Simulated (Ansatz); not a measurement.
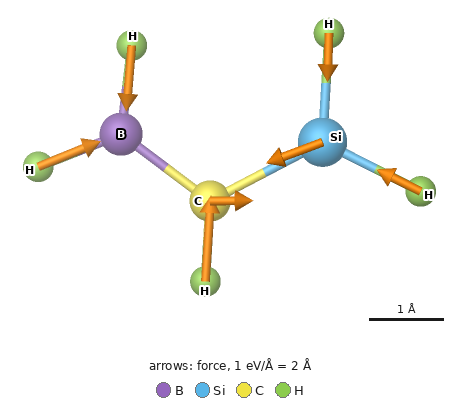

Starting geometry of CH$_{5}$BSi with the computed forces as orange arrows. Style: ball-and-stick. Shown face on.

It is one of the separated reactants of a reaction.

The calculation used Ansatz, RKS PBE0-D4/def2-TZVP. Set-up: force threshold 0.005 eV/Å; at most 200 steps.

Is this structure relaxed? If not, where do the atoms go?

Answer. It isn't relaxed: the largest force vector, on an H atom, is 0.59 eV/Å. The final displacements follow the starting forces only in part (cosine between the two patterns 0.72). The largest moves after the best rigid fit, 0.040 Å, are those of H atoms. Largest moves by element: H 0.040 Å, Si 0.024 Å, B 0.020 Å, C 0.005 Å. Some distances before and after: C–Si 1.739 → 1.714 Å, B–H 1.223 → 1.203 Å, H–Si 1.495 → 1.477 Å, C–H 1.104 → 1.086 Å. The energy falls by 0.80 kcal/mol in 7 geometry steps. Largest force component: 0.45 eV/Å at the start, 0.0038 eV/Å at the end.
